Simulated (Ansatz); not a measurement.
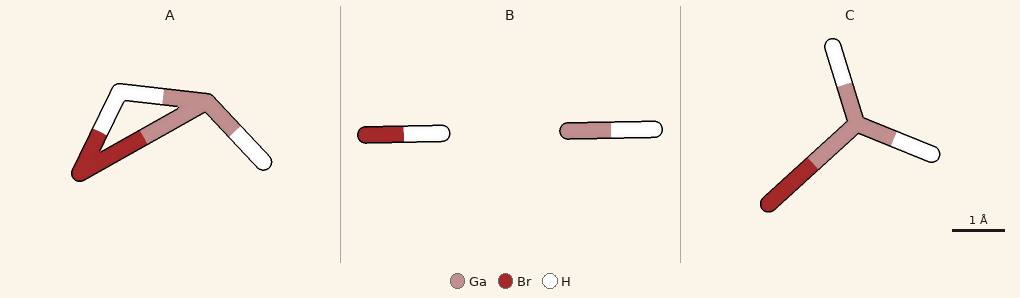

Three geometries of GaH$_{2}$Br: a saddle point and the two minima that it joins, in shuffled order. The picture is a stick view, seen face on. Sticks join atoms that are closer than about 1.2 times the sum of their covalent radii (a little more with hydrogen).

Stationary points at PBE0-D4/def2-TZVP, single-point energies with CCSD(T)/CBS, BHLYP-D4, PBE0-D4, BLYP-D4, PBE-QIDH, wB97X-V (def2-TZVPP where no basis is named; Ansatz 0.2.0). The energies are electronic, without zero-point or thermal terms, and both ends are the minima reached downhill from the saddle, with any fragments still in contact. CCSD(T)/CBS stands for a frozen-core estimate: MP2 correlation extrapolated from def2-TZVPP and def2-QZVPP, CCSD(T) minus MP2 from the smaller set.

Question: Identify the saddle point and describe the reaction.

Answer: Frame A is the saddle point. Counted by bonded pieces, C holds GaH₂Br and B holds GaH + HBr. From C over the saddle to B, a bond forms: Br–H (3.28 → 1.75 → 1.46 Å). Bonds break: Br–Ga (2.29 → 2.81 → 3.89 Å), Ga–H (1.56 → 1.69 → 2.43 Å). The saddle has one imaginary mode, 632i cm⁻¹. With CCSD(T)/CBS the barrier is 54.7 kcal/mol from C and 7.7 kcal/mol from B, and B lies 47.0 kcal/mol above C.

| level | barrier from C (kcal/mol) | barrier from B (kcal/mol) | B less C (kcal/mol) |
| --- | --- | --- | --- |
| CCSD(T)/CBS | 54.7 | 7.7 | 47.0 |
| BHLYP-D4 | 57.8 | 11.0 | 46.8 |
| PBE0-D4 | 51.6 | 5.0 | 46.6 |
| BLYP-D4 | 42.8 | 4.7 | 38.1 |
| PBE-QIDH | 58.7 | 7.0 | 51.8 |
| wB97X-V | 59.4 | 9.9 | 49.5 |

Against CCSD(T)/CBS, PBE0-D4 comes closest on the barrier from C (−3.1 kcal/mol) and BLYP-D4 misses most (−11.9 kcal/mol).
